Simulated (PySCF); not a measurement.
```xyz
18

C     0.7607    1.6446   -0.9642
C     0.2698    0.5839   -0.3429
C     0.9388   -0.7601   -0.4431
C     1.5405   -1.2108    0.8886
C    -0.9790    0.6750    0.4915
C    -2.1473   -0.0964   -0.1235
H     0.2938    2.6131   -0.8956
H     1.6508    1.5914   -1.5690
H     0.2170   -1.5077   -0.7796
H     1.7335   -0.7061   -1.1895
H     2.0922   -2.1391    0.7566
H     0.7649   -1.3796    1.6314
H     2.2231   -0.4537    1.2684
H    -0.7839    0.2856    1.4933
H    -1.2617    1.7245    0.5920
H    -2.3288    0.2415   -1.1415
H    -3.0507    0.0640    0.4608
H    -1.9427   -1.1637   -0.1454
```

Geometry: GFN2-xTB.

Theory: PySCF, PBE0/pcSseg-1, SCF density, gas phase, non-relativistic.

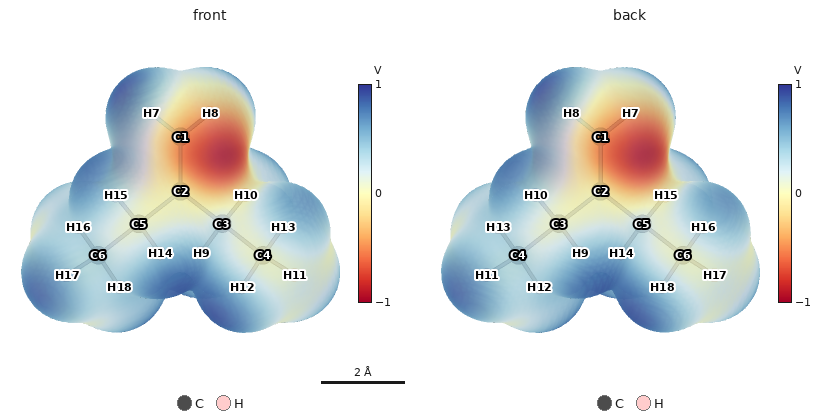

C₆H₁₂ (SMILES C=C(CC)CC). The electrostatic potential painted on the density surface at 0.004 e/bohr³, seen from the front and from behind; the colour scale runs from red (negative) to blue (positive).

> Where is the surface potential most negative and most positive?

The most negative region (about −0.9 V) lies over the π face of C1 and C2, the most positive (about +0.9 V) over the H atoms.

> How polar is the molecule by this calculation?

Its dipole moment is 0.52 D.
